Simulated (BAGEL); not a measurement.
# RI-MP2/def2-SVP (density fitting with qzvpp-jkfit) run of Si2H4ClF (SMILES F[SiH]([SiH3])Cl)

What is the energy change on altering one bond length of Si2H4ClF at RI-MP2/def2-SVP (density fitting with qzvpp-jkfit)? 

The calculation is run with BAGEL 1.2.2.

2 further runs of the same task are left out: 2 set aside as unsound or not needed. Runs told in other sessions of the task aren't counted.

## (1) Starting point

Si2H4ClF has 8 atoms, charge 0, and is taken as a singlet. SMILES: `F[SiH]([SiH3])Cl`. Geometry: relaxed at PBE0-D4/def2-TZVP.

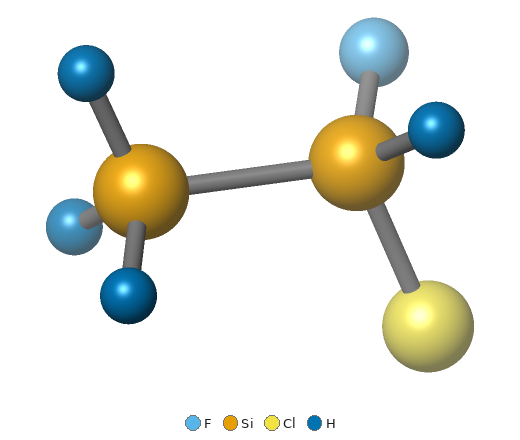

The structure, seen from a chosen angle (fluorine blue, silicon amber, chlorine yellow, hydrogen blue).

## (2) The energy at RI-MP2/def2-SVP (density fitting with qzvpp-jkfit)

Input file input.json:

```json
{ "bagel": [

{
  "title": "molecule",
  "basis": "svp",
  "df_basis": "qzvpp-jkfit",
  "angstrom": "true",
  "geometry": [
    { "atom": "F", "xyz": [      -1.329000,       1.796800,       0.161200 ] },
    { "atom": "Si", "xyz": [      -0.382900,       0.812800,      -0.667700 ] },
    { "atom": "Si", "xyz": [       0.539000,      -0.793000,       0.761300 ] },
    { "atom": "Cl", "xyz": [      -1.534100,      -0.130100,      -2.075900 ] },
    { "atom": "H", "xyz": [       0.596600,       1.655400,      -1.392300 ] },
    { "atom": "H", "xyz": [       1.355700,      -0.131100,       1.812300 ] },
    { "atom": "H", "xyz": [       1.403500,      -1.693800,      -0.044400 ] },
    { "atom": "H", "xyz": [      -0.556600,      -1.574100,       1.389600 ] }
  ]
},

{ "title": "hf" },

{ "title": "mp2", "ncore": 16 }

]}
```

On the command line:

```bash
$ BAGEL_NUM_THREADS=1 BAGEL input.json > input.out
```

The program printed:

```text
* using 1 threads per process

  ===============================================================
  ===============================================================

  *** Geometry ***

  { "atom" : "F", "xyz" : [     -2.511446,      3.395460,      0.304624 ] },
  { "atom" : "Si", "xyz" : [     -0.723576,      1.535969,     -1.261770 ] },
  { "atom" : "Si", "xyz" : [      1.018562,     -1.498553,      1.438648 ] },
  { "atom" : "Cl", "xyz" : [     -2.899029,     -0.245853,     -3.922882 ] },
  { "atom" : "H", "xyz" : [      1.127411,      3.128253,     -2.631066 ] },
  { "atom" : "H", "xyz" : [      2.561902,     -0.247743,      3.424751 ] },
  { "atom" : "H", "xyz" : [      2.652231,     -3.200818,     -0.083904 ] },
  { "atom" : "H", "xyz" : [     -1.051822,     -2.974618,      2.625963 ] },

  Number of auxiliary basis functions:      533

  Since a DF basis is specified, we compute 2- and 3-index integrals:
    o Being stored without compression. Storage requirement is 0.033 GB

  Number of basis functions:       88
  Number of electrons      :       58

    * METHOD: MOLECULE                             0.21

  *** RHF ***

  === Nuclear Repulsion ===
   276.2049934957

      * DIIS with orbital gradients will be used.

  === RHF iteration (svp) ===
      0      -1138.67116189          0.01471193           0.08
      1      -1138.77619465          0.00915958           0.07
      2      -1138.82433731          0.00118101           0.07
      3      -1138.82572043          0.00027724           0.08
      4      -1138.82579204          0.00005389           0.08
      5      -1138.82579588          0.00001010           0.08
      6      -1138.82579605          0.00000251           0.07
      7      -1138.82579606          0.00000067           0.08
      8      -1138.82579606          0.00000024           0.08
      9      -1138.82579606          0.00000008           0.08
     10      -1138.82579606          0.00000003           0.07
     11      -1138.82579606          0.00000001           0.08
    * SCF iteration converged.

    * Permanent dipole moment:
           (   -0.689952,     0.218448,    -0.177106) a.u.

    * METHOD: HF                                   1.08

  *** RHF ***

  === Nuclear Repulsion ===
   276.2049934957

      * DIIS with orbital gradients will be used.

  === RHF iteration (svp) ===
      0      -1138.82579606          0.00000000           0.08
    * SCF iteration converged.

    * Permanent dipole moment:
           (   -0.689951,     0.218448,    -0.177106) a.u.

  === DF-MP2 calculation ===

    * freezing 16 orbitals
    * 3-index integral transformation done
    * assembly done

      MP2 correlation energy:   -0.5119794556      0.03

      MP2 total energy:       -1139.3377755198

    * METHOD: MP2                                  0.19

  ===============================================================
```

Wall time 1.7 s (1 thread of Intel Xeon 6975P-C (Granite Rapids), shared host).

## (3) The distorted shape, same level

Input file input.json:

```json
{ "bagel": [

{
  "title": "molecule",
  "basis": "svp",
  "df_basis": "qzvpp-jkfit",
  "angstrom": true,
  "geometry": [
    { "atom": "F", "xyz": [   -1.475946,    1.670392,    0.269905 ] },
    { "atom": "Si", "xyz": [   -0.529846,    0.686392,   -0.558995 ] },
    { "atom": "Si", "xyz": [    0.392054,   -0.919408,    0.870005 ] },
    { "atom": "Cl", "xyz": [   -1.681046,   -0.256508,   -1.967195 ] },
    { "atom": "H", "xyz": [    0.596600,    1.655400,   -1.392300 ] },
    { "atom": "H", "xyz": [    1.208754,   -0.257508,    1.921005 ] },
    { "atom": "H", "xyz": [    1.256554,   -1.820208,    0.064305 ] },
    { "atom": "H", "xyz": [   -0.703546,   -1.700508,    1.498305 ] }
  ]
},
{
  "title": "hf"
},
{
  "title": "mp2",
  "ncore": 16
}

]}
```

On the command line:

```bash
$ BAGEL_NUM_THREADS=1 BAGEL input.json > input.out
```

The program printed:

```text
* using 1 threads per process

  ===============================================================
  ===============================================================

  *** Geometry ***

  { "atom" : "F", "xyz" : [     -2.789134,      3.156583,      0.510047 ] },
  { "atom" : "Si", "xyz" : [     -1.001264,      1.297093,     -1.056347 ] },
  { "atom" : "Si", "xyz" : [      0.740875,     -1.737429,      1.644071 ] },
  { "atom" : "Cl", "xyz" : [     -3.176717,     -0.484730,     -3.717460 ] },
  { "atom" : "H", "xyz" : [      1.127411,      3.128253,     -2.631066 ] },
  { "atom" : "H", "xyz" : [      2.284214,     -0.486620,      3.630173 ] },
  { "atom" : "H", "xyz" : [      2.374543,     -3.439695,      0.121519 ] },
  { "atom" : "H", "xyz" : [     -1.329509,     -3.213494,      2.831386 ] },

  Number of auxiliary basis functions:      533

  Since a DF basis is specified, we compute 2- and 3-index integrals:
    o Being stored without compression. Storage requirement is 0.033 GB

  Number of basis functions:       88
  Number of electrons      :       58

    * METHOD: MOLECULE                             0.23

  *** RHF ***

  === Nuclear Repulsion ===
   275.1224898202

      * DIIS with orbital gradients will be used.

  === RHF iteration (svp) ===
      0      -1138.65472431          0.01474664           0.09
      1      -1138.76008968          0.00925516           0.08
      2      -1138.80952351          0.00117661           0.08
      3      -1138.81095040          0.00028893           0.08
      4      -1138.81102941          0.00005475           0.08
      5      -1138.81103355          0.00001060           0.08
      6      -1138.81103375          0.00000272           0.08
      7      -1138.81103376          0.00000072           0.08
      8      -1138.81103376          0.00000025           0.08
      9      -1138.81103376          0.00000008           0.08
     10      -1138.81103376          0.00000003           0.08
     11      -1138.81103376          0.00000001           0.08
    * SCF iteration converged.

    * Permanent dipole moment:
           (   -0.603474,     0.337030,    -0.259014) a.u.

    * METHOD: HF                                   1.13

  *** RHF ***

  === Nuclear Repulsion ===
   275.1224898202

      * DIIS with orbital gradients will be used.

  === RHF iteration (svp) ===
      0      -1138.81103376          0.00000000           0.09
    * SCF iteration converged.

    * Permanent dipole moment:
           (   -0.603474,     0.337030,    -0.259014) a.u.

  === DF-MP2 calculation ===

    * freezing 16 orbitals
    * 3-index integral transformation done
    * assembly done

      MP2 correlation energy:   -0.5131563156      0.04

      MP2 total energy:       -1139.3241900760

    * METHOD: MP2                                  0.21

  ===============================================================
```

Wall time 1.8 s (1 thread of Intel Xeon 6975P-C (Granite Rapids), shared host).

## (4) Results

At RI-MP2/def2-SVP (density fitting with qzvpp-jkfit), 16 core orbitals frozen:

| quantity | value |
| --- | --- |
| first shape: total energy | -1139.33778 Eh |
| first shape: correlation energy (16 core orbitals frozen) | -512.0 mEh |
| distorted shape: total energy | -1139.32419 Eh |
| distorted shape: correlation energy (16 core orbitals frozen) | -513.2 mEh |
| energy change with the Si2–H5 bond stretched from 1.481 to 1.704 Å | 0.370 eV |

**Reading.** With the Si2–H5 bond stretched from 1.481 to 1.704 Å the energy rises by 0.37 eV (35.7 kJ/mol). The first shape isn't relaxed at this level, so the change isn't measured from a minimum.
